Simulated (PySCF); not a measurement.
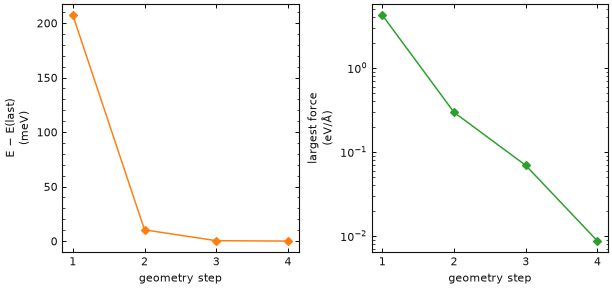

History of a geometry optimisation.

The run: VO2, multiplicity 2, by PySCF 2.14.0, density fitting, PBE0-D3(BJ)/def2-SVP, geometry optimisation.

How did it end, and what did it gain?

The optimisation met its thresholds at geometry 4, counting the start as the first. The energy fell by about 210 meV from the first step to the last. The largest force goes from about 4.3 eV/Å at the start to 9 × 10⁻³ eV/Å at the end.
